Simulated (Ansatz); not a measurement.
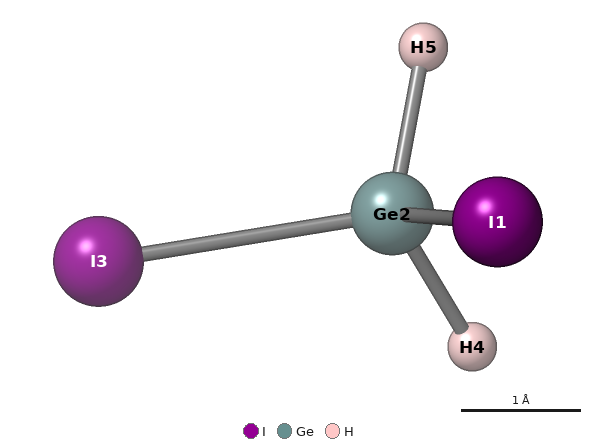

Orthographic view. Atoms fade into the background with distance from the viewer. The computed structure is the end point of a PBE0-D4/def2-TZVP optimisation.

Give the geometry as a Z-matrix, atoms in numerical order, with these reference atoms: 2 to 1; 3 to 2, 1; 4 to 2, 3, 1; 5 to 2, 4, 1.

```
I  
Ge   1   2.504
I    2   2.504   1   110.4
H    2   1.531   3   108.2   1   118.3
H    2   1.531   4   113.6   1   120.2
```
